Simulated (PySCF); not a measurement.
# CCSD(T)/6-31G run of AlH3 (SMILES [AlH3])

What is the energy change on altering one bond length of AlH3 at CCSD(T)/6-31G? The job is set up through a Python script.

The calculation is run with PySCF 2.14.0.

10 further runs of the same task are left out: 10 set aside as unsound or not needed.

### 1 The structure to begin with

The species is AlH3 (4 atoms), meant as a singlet with charge 0. As SMILES, `[AlH3]`. The shape is that of a PBE0-D4/def2-TZVP optimisation.

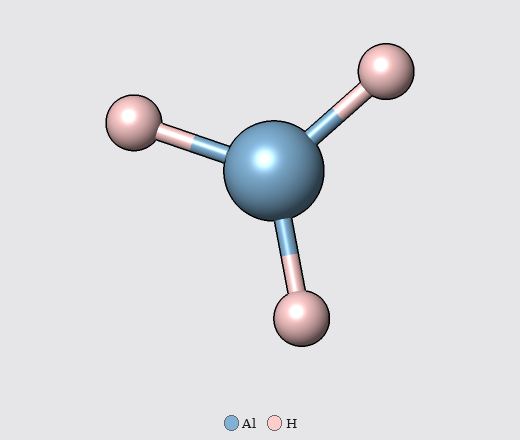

The structure, seen from a chosen angle (aluminium light blue, hydrogen pink).

### 2 The energy at CCSD(T)/6-31G

Input file input.xyz:

```xyz
4

Al     0.013700    -0.014800    -0.005100
H      0.633200     0.670900     1.283600
H     -1.340800    -0.832000     0.105100
H      0.749400     0.115700    -1.403900
```

Input file input.py:

```python
from pyscf import gto, scf, cc

molecule = gto.Mole()
molecule.atom = 'input.xyz'
molecule.max_memory = 1860
molecule.charge = 0
molecule.spin = 0
molecule.basis = '6-31g'
molecule.verbose = 3
molecule.build()

mf = scf.RHF(molecule)
mf.conv_tol = 1e-10
mf.kernel()
if not mf.converged:
    mf = mf.newton().run(mf.mo_coeff, mf.mo_occ)

mycc = cc.CCSD(mf, frozen=5)
mycc.kernel()
e_t = mycc.ccsd_t()
e_final = mycc.e_tot + e_t
print('Final energy', e_final)
```

Command:

```
OMP_NUM_THREADS=1 python input.py
```

The program printed:

```text
converged SCF energy = -243.587911349469
E(CCSD) = -243.646977856289  E_corr = -0.0590665068200139
CCSD(T) correction = -0.000614004818771973
Final energy -243.64759186110774
```

It took 0.7 s on 1 thread of Arm Neoverse V1, shared host; peak memory 0.1 GiB.

### 3 The distorted shape at the same level

Input file input.py:

```python
from pyscf import gto, cc

molecule = gto.Mole()
molecule.atom = [
    ('Al', (-0.296059, -0.357660, -0.649469)),
    ('H', (0.633200, 0.670900, 1.283600)),
    ('H', (-1.650559, -1.174860, -0.539269)),
    ('H', (0.439641, -0.227160, -2.048269)),
]
molecule.verbose = 3
molecule.spin = 0
molecule.basis = '6-31g'
molecule.max_memory = 1860
molecule.build()

mf = molecule.RHF()
mf.conv_tol = 1e-10
mf.kernel()
if not mf.converged:
    mf = mf.newton().run(mf.mo_coeff, mf.mo_occ)

mycc = cc.CCSD(mf, frozen=5)
mycc.kernel()
e_t = mycc.ccsd_t()
e_tot = mycc.e_tot + e_t
print(f'total energy: {e_tot:.8f} hartree')
```

Command:

```
OMP_NUM_THREADS=1 python input.py
```

The program printed:

```text
converged SCF energy = -243.521286527178
E(CCSD) = -243.5951893933745  E_corr = -0.07390286619679604
CCSD(T) correction = -0.00116088053381031
total energy: -243.59635027 hartree
```

It took 0.82 s on 1 thread of Arm Neoverse V1, shared host; peak memory 0.12 GiB.

### 4 Results

Level: CCSD(T)/6-31G, 5 core orbitals frozen.

| quantity | value |
| --- | --- |
| first shape: total energy | -243.64759 Eh |
| first shape: dipole moment (Hartree–Fock density) | 0.00 D |
| first shape: HOMO energy (Hartree–Fock orbitals) | -11.66 eV |
| first shape: LUMO energy (Hartree–Fock orbitals) | 0.76 eV |
| first shape: HOMO–LUMO gap (Hartree–Fock orbitals) | 12.42 eV |
| first shape: correlation energy (5 core orbitals frozen) | -59.7 mEh |
| first shape: (T) correction | -0.61 mEh |
| first shape: T1 diagnostic | 0.010 |
| distorted shape: total energy | -243.59635 Eh |
| distorted shape: dipole moment (Hartree–Fock density) | 1.83 D |
| distorted shape: HOMO energy (Hartree–Fock orbitals) | -9.55 eV |
| distorted shape: LUMO energy (Hartree–Fock orbitals) | 0.40 eV |
| distorted shape: HOMO–LUMO gap (Hartree–Fock orbitals) | 9.95 eV |
| distorted shape: correlation energy (5 core orbitals frozen) | -75.1 mEh |
| distorted shape: (T) correction | -1.16 mEh |
| distorted shape: T1 diagnostic | 0.020 |
| energy change with the Al1–H2 bond stretched from 1.586 to 2.379 Å | 1.394 eV |

One bond (distorted shape) is far stretched, which a spin-restricted single reference describes badly; perturbation theory on it can break down and give far too much correlation. With the Al1–H2 bond stretched from 1.586 to 2.379 Å the energy rises by 1.39 eV (32 kcal/mol). The first shape isn't relaxed at this level, so the change isn't measured from a minimum. A restricted reference can't describe the breaking bond well at this length. Mulliken charges (first shape) of the mean-field density run from -0.27 on H2 to +0.82 on Al1. The triples (first shape) make up 1.0 % of the correlation energy. Mulliken charges (distorted shape) of the mean-field density run from -0.25 on H3 to +0.71 on Al1. The triples (distorted shape) make up 1.5 % of the correlation energy.
